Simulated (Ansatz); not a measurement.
Bands of a (10,0) BN nanotube, along its axis.

Level of theory: PBE (plane waves to 420 eV, PAW; Ansatz, a quantum-chemistry and plane-wave program). Mesh 1×1×8. No spin polarisation. One-dimensional cell, images about 11 Å apart. An idealised model, rolled from the flat sheet. Symmetry and one short period hold its shape; lower forms weren't sought.

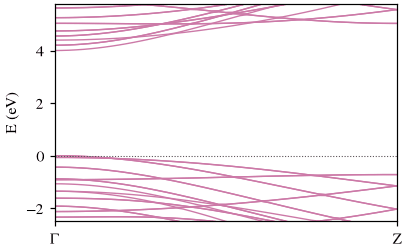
*Bands from the zone centre to the zone edge (period 4.34 Å); the dotted line marks the highest filled level*

**Question.** Is it a metal or a semiconductor at this level? Give what the bands show.

**Answer.** An insulator in PBE.
| Property | Result |
|---|---|
| PBE gap | 4.00 eV, direct at Γ |
